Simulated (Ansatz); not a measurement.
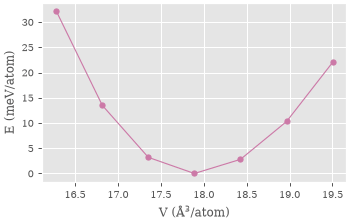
*Ga (body-centred tetragonal, I4/mmm) under volume change, r²SCAN (plane waves, PAW; program Ansatz), shape and atoms relaxed at each volume.*

Question: What does a third-order Birch–Murnaghan fit give for V₀, B₀ and B′?

Answer: V₀ = 17.90 Å³/atom, B₀ = 58.2 GPa, B′ = 5.0.

The workflow started from a Materials Project entry (that database holds measured and hypothetical structures alike); the Crystallography Open Database copy checked does not list it. It is not the phase usual at ambient conditions (space group No. 64). Symmetry was held in the r²SCAN relaxation; its stability against distortions is not shown here.

Potentials: the earlier of the program's two PAW sets.
